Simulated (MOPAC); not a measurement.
# Geometry relaxation of C₅H₉N (charge +1) (part 2 of 3)

C₅H₉N, charge +1, multiplicity 2; PM6-D3, unrestricted, dispersion D3 (MOPAC 23.2.5). The starting geometry was optimised with PM6-D3.

Geometry of the input (Å):
```
C  2.2017  -0.4019  1.7196
N  1.2889  -0.2359  1.0060
C  0.1450  -0.0274  0.1116
C  -0.9731  -1.0003  0.5232
C  0.6024  -0.3064  -1.3303
C  -0.3234  1.4304  0.2592
H  -0.6472  -2.0450  0.4531
H  -1.8513  -0.8847  -0.1206
H  -1.2969  -0.8314  1.5571
H  0.9648  -1.3345  -1.4486
H  -0.2206  -0.1630  -2.0383
H  1.4185  0.3607  -1.6327
H  -0.6258  1.6564  1.2887
H  -1.1815  1.6349  -0.3895
H  0.4691  2.1396  -0.0077
```

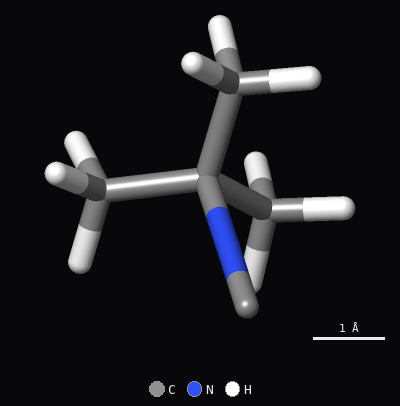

The geometry at step 11 of the log (stick view, seen at a tilt).

Trajectory as extended XYZ, continued
```
15
Properties=species:S:1:pos:R:3:forces:R:3 step=2 energy=10.90486
C     2.1967   -0.4012    1.7182   -0.1038   0.0188  -0.0796
N     1.3067   -0.2392    1.0196    0.4667  -0.0829   0.3486
C     0.1037   -0.0183    0.0667   -0.8384   0.0588   0.1500
C    -0.9582   -0.9968    0.5318    0.1217  -0.0150  -0.1346
C     0.6095   -0.3069   -1.3103    0.1836  -0.0436  -0.4325
C    -0.3117    1.4198    0.2694    0.0996   0.1037  -0.1368
H    -0.6503   -2.0490    0.4508   -0.0727  -0.0798  -0.0091
H    -1.8543   -0.8844   -0.1231    0.0566  -0.1059   0.1719
H    -1.3014   -0.8317    1.5590   -0.1042   0.0107   0.0925
H     0.9635   -1.3375   -1.4548   -0.0025  -0.0799  -0.0909
H    -0.2233   -0.1625   -2.0417    0.2019  -0.0590   0.0044
H     1.4182    0.3629   -1.6397    0.0208   0.0275  -0.1093
H    -0.6297    1.6598    1.2900   -0.0962   0.0572   0.0923
H    -1.1844    1.6359   -0.3921    0.1083   0.0928   0.1535
H     0.4678    2.1445   -0.0114   -0.0414   0.0966  -0.0203
15
Properties=species:S:1:pos:R:3:forces:R:3 step=3 energy=10.89493
C     2.2007   -0.4022    1.7266   -0.3386   0.0626  -0.2777
N     1.3114   -0.2400    1.0231    0.5149  -0.0946   0.3985
C     0.0832   -0.0159    0.0733    0.1934  -0.0343  -0.7200
C    -0.9535   -0.9971    0.5287   -0.1975  -0.1315   0.2716
C     0.6135   -0.3083   -1.3270   -0.1180   0.0425   0.5115
C    -0.3081    1.4211    0.2657   -0.0957   0.1433   0.2359
H    -0.6520   -2.0518    0.4509   -0.0353  -0.0669  -0.0207
H    -1.8537   -0.8875   -0.1146   -0.0563  -0.1208   0.0801
H    -1.3038   -0.8315    1.5640   -0.0454  -0.0530  -0.0692
H     0.9632   -1.3401   -1.4589    0.0177  -0.0646  -0.0774
H    -0.2202   -0.1642   -2.0412    0.0733  -0.0339  -0.1614
H     1.4184    0.3640   -1.6448    0.0658   0.0558  -0.0922
H    -0.6319    1.6617    1.2948   -0.0171   0.0570  -0.0837
H    -1.1830    1.6386   -0.3846    0.0142   0.1517   0.0487
H     0.4668    2.1478   -0.0121    0.0245   0.0869  -0.0440
15
Properties=species:S:1:pos:R:3:forces:R:3 step=4 energy=10.88055
C     2.1998   -0.4027    1.7317    0.2556  -0.0443   0.1922
N     1.3189   -0.2416    1.0282   -0.2633   0.0487  -0.2309
C     0.0766   -0.0164    0.0520    0.0954   0.1231   0.1798
C    -0.9552   -1.0010    0.5339    0.0422   0.0304   0.0029
C     0.6141   -0.3081   -1.3230   -0.0342  -0.0211   0.0141
C    -0.3086    1.4280    0.2693    0.0393  -0.2175   0.0133
H    -0.6533   -2.0550    0.4495   -0.0157  -0.0638   0.0161
H    -1.8535   -0.8931   -0.1038   -0.1844  -0.1205   0.0085
H    -1.3056   -0.8326    1.5637   -0.0072  -0.0223   0.0292
H     0.9635   -1.3433   -1.4657    0.0097   0.0141  -0.0353
H    -0.2162   -0.1665   -2.0486    0.1089  -0.0418  -0.1464
H     1.4196    0.3658   -1.6528    0.0119  -0.0064  -0.0300
H    -0.6333    1.6641    1.2941    0.0044   0.0353   0.0193
H    -1.1810    1.6445   -0.3759   -0.0974   0.2043  -0.0249
H     0.4666    2.1518   -0.0147    0.0349   0.0816  -0.0080
15
Properties=species:S:1:pos:R:3:forces:R:3 step=5 energy=10.87724
C     2.1999   -0.4029    1.7325    0.2014  -0.0394   0.1461
N     1.3195   -0.2418    1.0276   -0.1886   0.0461  -0.1496
C     0.0772   -0.0113    0.0557    0.0277  -0.2419  -0.0453
C    -0.9556   -1.0006    0.5339    0.0538  -0.0340   0.0425
C     0.6134   -0.3085   -1.3188   -0.0803   0.0545  -0.3117
C    -0.3083    1.4221    0.2701    0.0075   0.2818  -0.0274
H    -0.6541   -2.0583    0.4497   -0.0145   0.0370   0.0155
H    -1.8574   -0.8995   -0.1008   -0.1346  -0.0906   0.0053
H    -1.3064   -0.8337    1.5646    0.0032  -0.0242   0.0095
H     0.9638   -1.3436   -1.4719   -0.0194   0.0616   0.0363
H    -0.2128   -0.1687   -2.0676    0.2689  -0.0619   0.1399
H     1.4204    0.3662   -1.6587   -0.0675  -0.0673   0.0472
H    -0.6336    1.6665    1.2938    0.0089   0.0144   0.0040
H    -1.1825    1.6550   -0.3770    0.0045   0.1143   0.0462
H     0.4674    2.1564   -0.0171   -0.0710  -0.0504   0.0415
15
Properties=species:S:1:pos:R:3:forces:R:3 step=7 energy=10.87099
C     2.2021   -0.4037    1.7375   -0.2287   0.0452  -0.1958
N     1.3186   -0.2415    1.0295    0.1954  -0.0359   0.1223
C     0.0768   -0.0175    0.0518   -0.1050   0.2216  -0.0142
C    -0.9538   -1.0031    0.5334   -0.0963   0.0025   0.1811
C     0.6105   -0.3071   -1.3260    0.0876  -0.0463  -0.0244
C    -0.3074    1.4296    0.2676   -0.0484  -0.1422   0.1244
H    -0.6555   -2.0592    0.4541    0.0183  -0.0267   0.0055
H    -1.8652   -0.9124   -0.0942   -0.0465  -0.0508   0.0221
H    -1.3073   -0.8362    1.5707    0.0725  -0.0222  -0.1449
H     0.9637   -1.3407   -1.4731    0.0049   0.0003   0.0077
H    -0.2018   -0.1742   -2.0735    0.0491  -0.0034  -0.0135
H     1.4197    0.3638   -1.6587   -0.0160  -0.0008   0.0177
H    -0.6336    1.6695    1.2962    0.0506  -0.0268  -0.0786
H    -1.1832    1.6726   -0.3701    0.0055   0.0556   0.0039
H     0.4659    2.1577   -0.0122    0.0571   0.0299  -0.0135
15
Properties=species:S:1:pos:R:3:forces:R:3 step=8 energy=10.86843
C     2.1999   -0.4036    1.7373   -0.0086   0.0011  -0.0279
N     1.3215   -0.2423    1.0266   -0.0571   0.0239  -0.0343
C     0.0717   -0.0126    0.0504    0.0304  -0.0442  -0.0476
C    -0.9538   -1.0042    0.5351   -0.0313   0.0464   0.0060
C     0.6129   -0.3088   -1.3247   -0.0179   0.0494  -0.0178
C    -0.3071    1.4290    0.2686   -0.0320  -0.0457   0.0551
H    -0.6557   -2.0597    0.4559    0.0478  -0.0373  -0.0031
H    -1.8668   -0.9175   -0.0885   -0.0736  -0.0449  -0.0240
H    -1.3068   -0.8371    1.5632    0.0172   0.0040   0.0718
H     0.9641   -1.3405   -1.4727    0.0253  -0.0477   0.0271
H    -0.1974   -0.1757   -2.0748    0.0441  -0.0072  -0.0176
H     1.4198    0.3635   -1.6575    0.0108   0.0043   0.0186
H    -0.6331    1.6693    1.2920    0.0202   0.0018   0.0560
H    -1.1819    1.6781   -0.3651   -0.0427   0.0642  -0.0455
H     0.4661    2.1582   -0.0107    0.0674   0.0318  -0.0168
15
Properties=species:S:1:pos:R:3:forces:R:3 step=9 energy=10.86704
C     2.1985   -0.4034    1.7373    0.0732  -0.0117   0.0377
N     1.3221   -0.2419    1.0256   -0.1425   0.0286  -0.1113
C     0.0704   -0.0122    0.0464   -0.0446  -0.0503   0.0535
C    -0.9545   -1.0030    0.5359   -0.0267  -0.0525   0.0179
C     0.6139   -0.3085   -1.3267   -0.0327  -0.0127   0.0189
C    -0.3072    1.4271    0.2720   -0.0369   0.1237  -0.0859
H    -0.6550   -2.0621    0.4578    0.0317   0.0516   0.0049
H    -1.8705   -0.9246   -0.0862   -0.0363  -0.0215  -0.0048
H    -1.3063   -0.8377    1.5679    0.0484   0.0109  -0.0110
H     0.9650   -1.3423   -1.4700    0.0237  -0.0213   0.0184
H    -0.1922   -0.1782   -2.0802    0.0206  -0.0009  -0.0254
H     1.4203    0.3629   -1.6554    0.0537   0.0308  -0.0075
H    -0.6324    1.6701    1.2956    0.0289  -0.0257   0.0278
H    -1.1823    1.6872   -0.3663    0.0452   0.0041   0.0373
H     0.4677    2.1605   -0.0115   -0.0057  -0.0531   0.0295
15
Properties=species:S:1:pos:R:3:forces:R:3 step=10 energy=10.86614
C     2.1980   -0.4040    1.7361   -0.0025   0.0048  -0.0269
N     1.3213   -0.2415    1.0236   -0.0651   0.0143  -0.0329
C     0.0687   -0.0129    0.0463   -0.0851   0.0298   0.0101
C    -0.9551   -1.0046    0.5392   -0.0459  -0.0199  -0.1519
C     0.6150   -0.3081   -1.3263   -0.0602  -0.0638  -0.0232
C    -0.3075    1.4299    0.2699   -0.0475   0.0339   0.0864
H    -0.6539   -2.0623    0.4585    0.0355   0.0333   0.0151
H    -1.8746   -0.9318   -0.0861    0.0486  -0.0072   0.0505
H    -1.3050   -0.8383    1.5675    0.0163   0.0212   0.0683
H     0.9664   -1.3441   -1.4667    0.0142   0.0253   0.0163
H    -0.1868   -0.1801   -2.0885    0.0504  -0.0006   0.0477
H     1.4220    0.3639   -1.6541    0.0428   0.0197   0.0037
H    -0.6312    1.6696    1.3002    0.0542  -0.0429  -0.0863
H    -1.1816    1.6959   -0.3637    0.0264  -0.0138   0.0126
H     0.4691    2.1607   -0.0085    0.0178  -0.0341   0.0106
15
Properties=species:S:1:pos:R:3:forces:R:3 step=11 energy=10.86565
C     2.1977   -0.4038    1.7328   -0.1255   0.0293  -0.1254
N     1.3194   -0.2402    1.0205    0.0635  -0.0164   0.0922
C     0.0657   -0.0124    0.0466   -0.0856   0.0781  -0.0817
C    -0.9564   -1.0069    0.5359   -0.0561   0.0798   0.0606
C     0.6161   -0.3114   -1.3256   -0.0248   0.0854   0.0018
C    -0.3080    1.4346    0.2740    0.0087  -0.1754  -0.1501
H    -0.6515   -2.0609    0.4617    0.0510  -0.0367  -0.0060
H    -1.8784   -0.9403   -0.0824    0.0332   0.0132   0.0137
H    -1.3025   -0.8378    1.5708    0.0316  -0.0016  -0.0444
H     0.9687   -1.3461   -1.4595    0.0247  -0.0029  -0.0001
H    -0.1793   -0.1826   -2.0938    0.0364  -0.0084   0.0645
H     1.4251    0.3654   -1.6516   -0.0168  -0.0469   0.0290
H    -0.6283    1.6675    1.2964   -0.0152   0.0211   0.1329
H    -1.1799    1.7051   -0.3611    0.0237  -0.0267   0.0098
H     0.4714    2.1591   -0.0051    0.0513   0.0083   0.0032
15
Properties=species:S:1:pos:R:3:forces:R:3 step=12 energy=10.86419
C     2.1974   -0.4037    1.7302   -0.0529   0.0128  -0.0604
N     1.3183   -0.2398    1.0202    0.0038  -0.0003   0.0358
C     0.0644   -0.0102    0.0442   -0.0921  -0.0693   0.0077
C    -0.9574   -1.0060    0.5351    0.0319   0.0490   0.0797
C     0.6164   -0.3108   -1.3244    0.0614   0.0337   0.0351
C    -0.3081    1.4315    0.2713    0.0108   0.0055   0.0646
H    -0.6496   -2.0606    0.4622    0.0406  -0.0079  -0.0082
H    -1.8776   -0.9408   -0.0799   -0.0318   0.0135  -0.0310
H    -1.3010   -0.8373    1.5701    0.0236   0.0035  -0.0241
H     0.9699   -1.3463   -1.4559    0.0223   0.0045  -0.0063
H    -0.1774   -0.1828   -2.0868   -0.0412   0.0009  -0.0554
H     1.4262    0.3650   -1.6474    0.0044  -0.0322   0.0044
H    -0.6271    1.6662    1.3010    0.0163  -0.0123  -0.0109
H    -1.1786    1.7043   -0.3596   -0.0296  -0.0020  -0.0277
H     0.4729    2.1578   -0.0030    0.0325   0.0007  -0.0032
15
Properties=species:S:1:pos:R:3:forces:R:3 step=13 energy=10.86378
C     2.1964   -0.4033    1.7270    0.0867  -0.0100   0.0480
N     1.3175   -0.2393    1.0191   -0.1144   0.0098  -0.0439
C     0.0609   -0.0125    0.0444    0.0329   0.0934  -0.0218
C    -0.9572   -1.0038    0.5365   -0.0313  -0.1131   0.0056
C     0.6185   -0.3097   -1.3223   -0.0498  -0.0520  -0.0309
C    -0.3078    1.4309    0.2724   -0.0188   0.0129   0.0196
H    -0.6477   -2.0608    0.4618    0.0147   0.0377   0.0047
H    -1.8778   -0.9413   -0.0811   -0.0181   0.0084  -0.0047
H    -1.2999   -0.8368    1.5690   -0.0043   0.0116   0.0397
H     0.9712   -1.3466   -1.4542    0.0182   0.0279  -0.0049
H    -0.1764   -0.1833   -2.0887    0.0146  -0.0022  -0.0050
H     1.4271    0.3635   -1.6449    0.0395   0.0074  -0.0006
H    -0.6262    1.6650    1.3022    0.0128  -0.0076  -0.0157
H    -1.1782    1.7042   -0.3615    0.0009  -0.0031   0.0051
H     0.4745    2.1570   -0.0025    0.0164  -0.0211   0.0049
15
Properties=species:S:1:pos:R:3:forces:R:3 step=14 energy=10.86319
C     2.1967   -0.4034    1.7252    0.0458  -0.0051   0.0179
N     1.3155   -0.2389    1.0195   -0.0657   0.0070  -0.0197
C     0.0598   -0.0105    0.0429   -0.0155  -0.0173   0.0051
C    -0.9579   -1.0061    0.5376   -0.0292   0.0238  -0.0233
C     0.6191   -0.3106   -1.3231   -0.0661  -0.0044  -0.0108
C    -0.3078    1.4318    0.2730   -0.0238   0.0070   0.0082
H    -0.6461   -2.0598    0.4625    0.0248  -0.0077   0.0054
H    -1.8795   -0.9437   -0.0814    0.0177   0.0050   0.0269
H    -1.2988   -0.8362    1.5720    0.0043  -0.0002  -0.0066
H     0.9727   -1.3464   -1.4524    0.0203   0.0070  -0.0076
H    -0.1735   -0.1843   -2.0927    0.0237  -0.0050   0.0143
H     1.4289    0.3632   -1.6429    0.0356   0.0027  -0.0074
H    -0.6249    1.6642    1.3034    0.0065  -0.0032  -0.0151
H    -1.1776    1.7075   -0.3610    0.0029  -0.0036   0.0103
H     0.4762    2.1560   -0.0007    0.0187  -0.0061   0.0023
15
Properties=species:S:1:pos:R:3:forces:R:3 step=15 energy=10.86291
C     2.1979   -0.4033    1.7227   -0.0438   0.0122  -0.0611
N     1.3127   -0.2382    1.0206    0.0356  -0.0142   0.0560
C     0.0585   -0.0103    0.0419   -0.0430  -0.0169  -0.0024
C    -0.9590   -1.0063    0.5370    0.0218   0.0151   0.0025
C     0.6189   -0.3113   -1.3233    0.0097   0.0223   0.0075
C    -0.3082    1.4325    0.2734    0.0135  -0.0060  -0.0036
H    -0.6435   -2.0597    0.4639    0.0152  -0.0010   0.0016
H    -1.8810   -0.9470   -0.0783   -0.0088   0.0104  -0.0016
H    -1.2972   -0.8359    1.5720   -0.0039  -0.0001   0.0033
H     0.9750   -1.3466   -1.4506    0.0142   0.0055  -0.0081
H    -0.1693   -0.1859   -2.0952   -0.0050  -0.0002  -0.0020
H     1.4317    0.3631   -1.6414   -0.0006  -0.0212   0.0034
H    -0.6233    1.6631    1.3038   -0.0055   0.0040   0.0067
H    -1.1768    1.7114   -0.3594   -0.0096  -0.0038  -0.0022
H     0.4786    2.1550    0.0016    0.0101  -0.0062   0.0000
15
Properties=species:S:1:pos:R:3:forces:R:3 step=16 energy=10.86281
C     2.1989   -0.4031    1.7189   -0.0410   0.0104  -0.0239
N     1.3096   -0.2377    1.0223    0.0485  -0.0164   0.0197
C     0.0560   -0.0102    0.0409   -0.0096  -0.0106   0.0032
C    -0.9594   -1.0065    0.5371    0.0158   0.0090   0.0145
C     0.6196   -0.3111   -1.3228    0.0222   0.0043   0.0049
C    -0.3081    1.4327    0.2735    0.0133  -0.0055  -0.0025
H    -0.6408   -2.0591    0.4650    0.0037  -0.0047  -0.0008
H    -1.8822   -0.9489   -0.0770   -0.0105   0.0087  -0.0038
H    -1.2958   -0.8354    1.5728   -0.0101  -0.0047  -0.0033
H     0.9774   -1.3463   -1.4494    0.0049   0.0092  -0.0051
H    -0.1660   -0.1870   -2.0972   -0.0128   0.0044  -0.0029
H     1.4341    0.3617   -1.6389   -0.0046  -0.0119   0.0009
H    -0.6219    1.6620    1.3046   -0.0124   0.0103   0.0077
H    -1.1761    1.7137   -0.3589   -0.0114  -0.0017  -0.0036
H     0.4810    2.1534    0.0035    0.0041  -0.0008  -0.0048
15
Properties=species:S:1:pos:R:3:forces:R:3 step=18 energy=10.86271
C     2.1985   -0.4026    1.7205    0.0061   0.0013   0.0009
N     1.3108   -0.2389    1.0222   -0.0036  -0.0025  -0.0058
C     0.0570   -0.0107    0.0417    0.0028   0.0000   0.0002
C    -0.9588   -1.0062    0.5374   -0.0030  -0.0027   0.0001
C     0.6193   -0.3105   -1.3230   -0.0057  -0.0096  -0.0011
C    -0.3079    1.4322    0.2732    0.0004   0.0007  -0.0009
H    -0.6417   -2.0593    0.4643    0.0024   0.0010   0.0009
H    -1.8813   -0.9456   -0.0779   -0.0053   0.0006   0.0032
H    -1.2972   -0.8358    1.5724   -0.0042  -0.0027   0.0014
H     0.9768   -1.3453   -1.4523    0.0043   0.0040   0.0006
H    -0.1689   -0.1857   -2.0955    0.0008   0.0036   0.0023
H     1.4332    0.3612   -1.6401    0.0084   0.0046  -0.0014
H    -0.6232    1.6633    1.3037   -0.0033   0.0044   0.0006
H    -1.1769    1.7106   -0.3596   -0.0031   0.0011   0.0005
H     0.4801    2.1535    0.0015    0.0031  -0.0036  -0.0014
15
Properties=species:S:1:pos:R:3:forces:R:3 step=19 energy=10.86270
C     2.1985   -0.4023    1.7206    0.0055  -0.0004   0.0002
N     1.3108   -0.2393    1.0222   -0.0027   0.0011  -0.0052
C     0.0571   -0.0108    0.0417   -0.0007   0.0012   0.0008
C    -0.9588   -1.0062    0.5375   -0.0031  -0.0033  -0.0018
C     0.6193   -0.3106   -1.3230   -0.0016   0.0040  -0.0007
C    -0.3078    1.4322    0.2732   -0.0024  -0.0001  -0.0007
H    -0.6415   -2.0593    0.4643    0.0004   0.0020   0.0005
H    -1.8815   -0.9452   -0.0775   -0.0037  -0.0008   0.0022
H    -1.2975   -0.8361    1.5724   -0.0024  -0.0016   0.0028
H     0.9771   -1.3449   -1.4527    0.0045  -0.0040   0.0008
H    -0.1690   -0.1853   -2.0954    0.0014   0.0026   0.0023
H     1.4335    0.3613   -1.6401    0.0020   0.0013   0.0010
H    -0.6235    1.6638    1.3037    0.0001   0.0013  -0.0039
H    -1.1772    1.7106   -0.3595    0.0010  -0.0003   0.0020
H     0.4803    2.1532    0.0012    0.0018  -0.0029  -0.0004
15
Properties=species:S:1:pos:R:3:forces:R:3 step=20 energy=10.86269
C     2.1985   -0.4020    1.7203    0.0026  -0.0030  -0.0015
N     1.3106   -0.2396    1.0219    0.0008   0.0051  -0.0004
C     0.0569   -0.0108    0.0417   -0.0006  -0.0020  -0.0003
C    -0.9590   -1.0063    0.5376   -0.0028   0.0016   0.0006
C     0.6195   -0.3104   -1.3230    0.0032  -0.0018   0.0008
C    -0.3078    1.4322    0.2731   -0.0012   0.0006  -0.0003
H    -0.6411   -2.0592    0.4644   -0.0015  -0.0005  -0.0003
H    -1.8821   -0.9454   -0.0768   -0.0012  -0.0013   0.0009
H    -1.2977   -0.8365    1.5727   -0.0003  -0.0012  -0.0002
H     0.9778   -1.3448   -1.4526    0.0003   0.0012   0.0014
H    -0.1686   -0.1850   -2.0953   -0.0002   0.0022   0.0000
H     1.4341    0.3612   -1.6397   -0.0008   0.0014   0.0011
H    -0.6236    1.6643    1.3034    0.0006   0.0004  -0.0002
H    -1.1772    1.7111   -0.3592    0.0008  -0.0015  -0.0011
H     0.4808    2.1527    0.0010    0.0004  -0.0012  -0.0005
```
